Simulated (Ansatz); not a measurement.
Partial pair distribution functions of a relaxed model of amorphous Zr20O43Ga2, broadened by 0.06 Å; density 5.42 g/cm³. Computed with PBE, scalar-relativistic without spin-orbit coupling (plane waves to 420 eV, PAW; Ansatz, a first-principles code).

A CHGNet melt-quench gave the starting glass, which DFT then relaxed. O atoms were pushed apart under 1.9 Å during the dynamics, to hinder bonds among them. The hot cell started wider than the set density and was brought back towards it in steps. It is the lowest in DFT energy of 2 quenches. It is a model cell: composition and starting density were chosen by hand, and all elements were melted together. No dispersion term was used. Its density started from a set value of 5.29 and ended at 5.42 g/cm³. The quench (nominally 450 K/ps over its main leg) was far faster than any real one, so the model tends to hold more defects than a real film. A cell of this size samples the disorder only roughly. Volume and shape were free in the relaxation. On a 2×2×2 Γ-centred mesh force components of up to 0.12 eV/Å stay, since the relaxation ran on the zone centre alone.

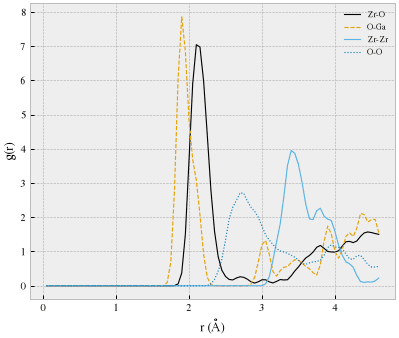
Figure: Partial pair distribution functions

Highest peaks under 4.5 Å: Zr-O near 2.10 Å, O-Ga near 1.90 Å, Zr-Zr near 3.40 Å, O-O near 2.70 Å; pairs of few atoms are noisy.

Within 2.86 Å each Zr has 6.80 O neighbours on average.
